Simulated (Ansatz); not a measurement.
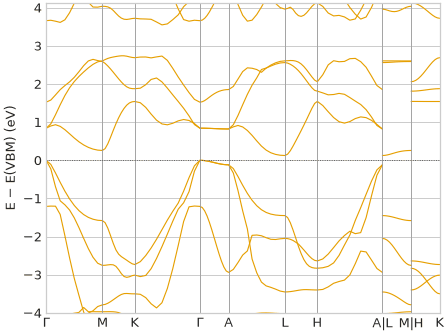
Fig. 1. Band structure from the program Ansatz at the r²SCAN+D4 level (PAW)

Read off the gap and where the band edges lie.

About 0.1 eV (0.13 eV by a search for the band edges); maximum at Γ, minimum at L.

The material is HfTeS in space group P3m1 (No. 156; Hf on 1b, Te on 1a, S on 1c).

The workflow started from a Materials Project entry (that database holds measured and hypothetical structures alike); the Crystallography Open Database copy checked does not list it. Its standing as an ambient phase is unchecked. The r²SCAN+D4 relaxation kept the symmetry of its start; whether a distortion lowers the energy is not shown. The run is not spin-polarised. Spin–orbit coupling is left out wherever it is not named.

Potentials: the later of the program's two PAW sets.
